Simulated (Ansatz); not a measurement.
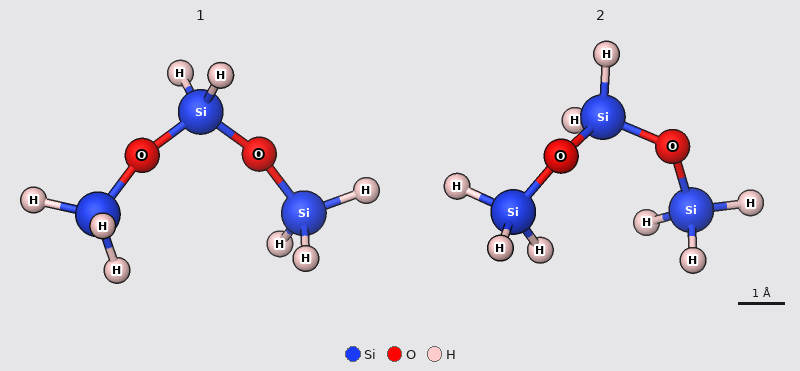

Two geometries of Si3H8O2, drawn at one scale. One is the start of a relaxation, the other its converged end. The picture is a ball-and-stick view, seen at a tilt.

All numbers below come from Ansatz, RKS B3LYP-D4/6-31G. Set-up: no spin polarisation; force threshold 0.02 eV/Å; at most 40 steps.

### Which of the two is the end point?

Structure 1 is the relaxed one. The run prepares the start of a later molecular dynamics calculation, from a guessed geometry. An H atom moves most after the best rigid fit: 1.05 Å. By element the largest moves are H 1.05 Å, O 0.86 Å, Si 0.36 Å. Among the contacts that change: Si–Si 2.980 → 3.341 Å, H–Si 1.460 → 1.505 Å, O–Si 1.680 → 1.694 Å. Bond angles that change, for instance: Si–O–Si 125.0° → 164.1°, Si–O–Si 125.0° → 163.2°, H–Si–H 109.5° → 112.3°. Groups turn about O–Si by about 110°, O–Si by about 75°, O–Si by about 75°. Over 10 accepted moves (13 points after the start) the energy falls by 61.1 kJ/mol. The largest force component goes from 1.7 to 0.016 eV/Å. The line search rejected the trial steps at points 7, 10, 12 of the run. The forces were under the threshold at step 9, but the run went on from there. Cost: 81 s on 1 thread of Arm Neoverse V2, with other jobs on the host, peak memory 0.13 GiB.
